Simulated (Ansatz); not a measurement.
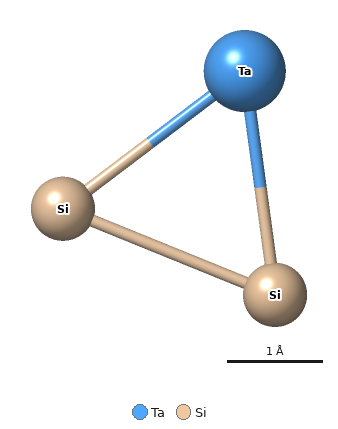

The input geometry (ball-and-stick view, seen on its broad side). Sticks mark near contacts. Bond lengths as drawn: Si–Si 2.41 Å and Si–Ta 2.38 to 2.40 Å.

**Single-point calculation, with input and output: TaSi2 (charge +1)**

The run: single-point calculation of TaSi2, charge +1. Method and program: RKS PBE0-D4/def2-TZVP (Ansatz 0.2.0).

The geometry comes from this level: B3LYP-D4/def2-TZVP. Figures and captions count atoms from 1; the log counts them from 0 in places.

## Log
```
Functional definition: PBE0
  name "PBE0"
  cite "Adamo & Barone, J. Chem. Phys. 110, 6158 (1999) doi:10.1063/1.478522"
  cite "Perdew, Burke & Ernzerhof, Phys. Rev. Lett. 77, 3865 (1996) doi:10.1103/PhysRevLett.77.3865"
  parent pbe
  parameter a = 0.25
  parameter kappa = 0.804
  parameter beta = 0.06672455060314922
  exchange = (1 - a)*pbe_x(kappa = kappa, mu = beta*pi^2/3) + a*exact_x
  correlation = pbe_c(beta = beta)
944 factors; their error is unknown
mean field evaluation 1: about -17288.0909 eV, gradient 5.1e0 eV
mean field evaluation 2: about -17288.1349 eV, gradient 1.1e-1 eV
mean field evaluation 4: about -17288.2034 eV, gradient 1.8e-1 eV
mean field evaluation 8: about -17288.2039 eV, gradient 5.1e-3 eV
mean field evaluation 16: about -17288.2039 eV, gradient 5.0e-6 eV
mean field evaluation 32: about -17288.2038 eV, gradient 1.6e-2 eV
mean field evaluation 64: about -17288.1614 eV, gradient 1.1e0 eV
mean field -17288.20394660 eV, -635.3297766720 hartree, gradient 4.9e-7 eV, S^2 0.000000; 4 other end points of the search recorded, 0 dependent functions left out
the calculation of the forces begins
reference -17288.20397173 eV, -635.3297775954 hartree; 20, 20 occupied and 94, 94 virtual orbitals, 944 factors
Total energy: -17288.31470850 eV, -635.3338470968 hartree
Atom 0 at    -0.217418     1.344144     0.195278 Å, force     0.018793    -0.479873    -0.003894 eV/Å
Atom 1 at     0.887017    -0.403887    -0.978046 Å, force    -0.162788     0.110884     0.178182 eV/Å
Atom 2 at    -0.669589    -0.940257     0.782768 Å, force     0.143994     0.368990    -0.174287 eV/Å
Dipole moment:    -0.068745     0.372295     0.063625 e Å
```

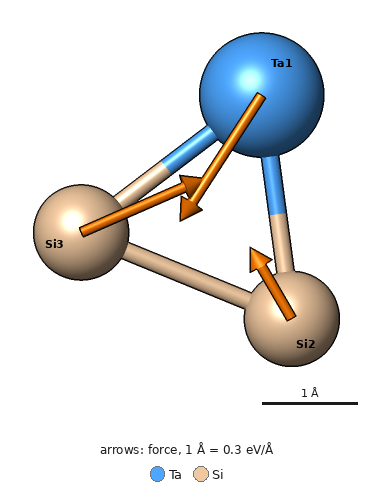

Forces on the atoms as orange arrows (ball-and-stick view, seen on its broad side; atoms are numbered from 1 in the order of the input). The largest act on Ta1 (0.48 eV/Å); Si3 (0.43 eV/Å); Si2 (0.27 eV/Å). The geometry is not a stationary point of this energy.

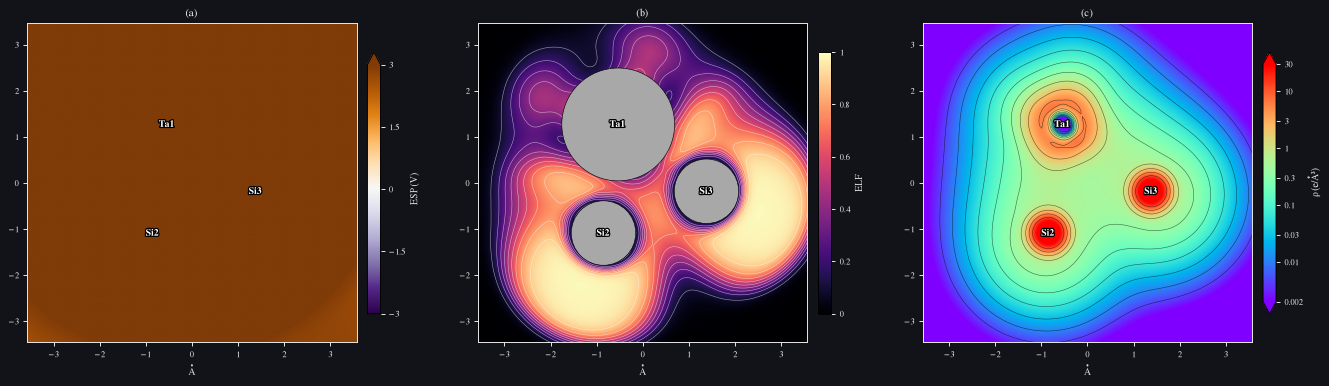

(a) electrostatic potential; (b) ELF; (c) electron density on the molecular plane. Grey discs, where drawn, cover atomic cores. The section cuts through Ta and Si sites. Ta–Si (2.38 Å): ρ is about 0.7 e/Å³ halfway; the ELF peaks at about 0.65 in the valence shell of Si, 1.0 Å from its nucleus, and is about 0.55 at the midpoint. The potential has no marked negative region in this plane.

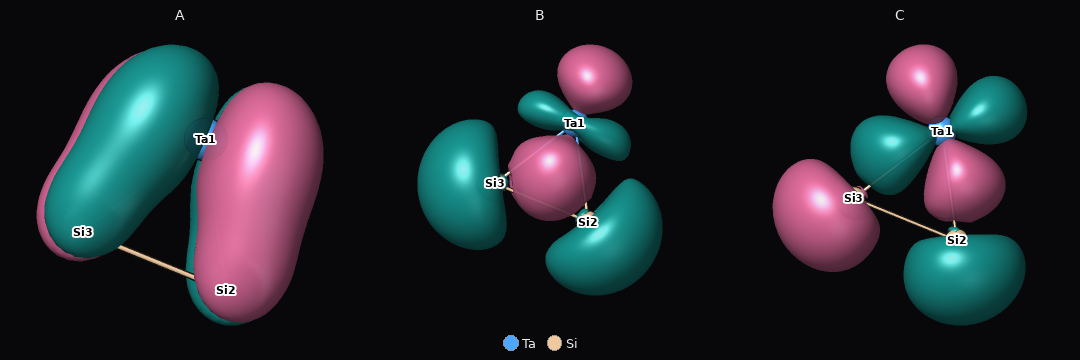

Three frontier orbitals at ±0.08 Å⁻³ᐟ² (teal and pink are the two phases). B is the HOMO−1 (−11.52 eV). Its weight (Hirshfeld) is mainly on Si2 (35 %), Si3 (35 %) and Ta1 (30 %); it is symmetric in the molecular plane (σ or in-plane lone-pair type). C is the HOMO (−10.78 eV). It lies mainly on Ta1 (50 %), Si2 (25 %) and Si3 (25 %); it is symmetric in the molecular plane (σ or in-plane lone-pair type). A is the LUMO (−9.04 eV). The HOMO–LUMO gap is 1.74 eV between the orbital energies.

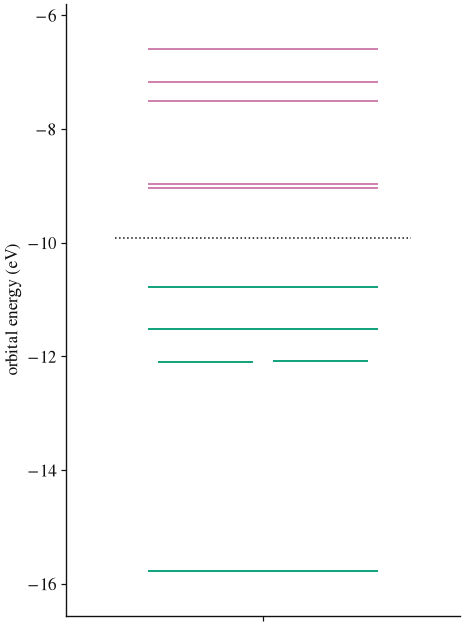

Orbital energies near the frontier; the dotted line parts filled from empty levels, and levels within 0.02 eV of each other stand side by side. Highest filled −10.78 eV, lowest empty −9.04 eV, 1.74 eV apart.

The run was set up as follows.

## Input
```yaml
crystal:
  periodic: [false, false, false]
  atoms:
    - {symbol: Ta, position_ang: [-0.217418, 1.344144, 0.195278]}
    - {symbol: Si, position_ang: [0.887017, -0.403887, -0.978046]}
    - {symbol: Si, position_ang: [-0.669589, -0.940257, 0.782768]}
basis:
  gaussian: {orbitals: def2-TZVP, initial_orbitals: start.molden}
total_charge: 1
hamiltonian: {xc: pbe0, dispersion: d4}
output: {forces: true, orbitals: {seedname: orbitals}}
```

Launched with:
```bash
ansatz run in.yaml --threads 4 --pin off --events-out ev --progress --plain --max-ram 3916MiB
```

## Results in brief

- outcome: converged
- total energy: −17288.3147 eV
- mean-field energy: −17288.2040 eV
- dispersion energy: −0.1107 eV
- SCF solution under orbital rotations: stable
- HOMO: −10.78 eV
- LUMO: −9.04 eV
- largest force (length of the vector): 0.480 eV/Å
- hardware: 4 threads of Arm Neoverse V1, 95 GiB of memory available, shared host
- wall time: 6.5 s (CPU time 23 s)
- peak memory: 0.28 GiB
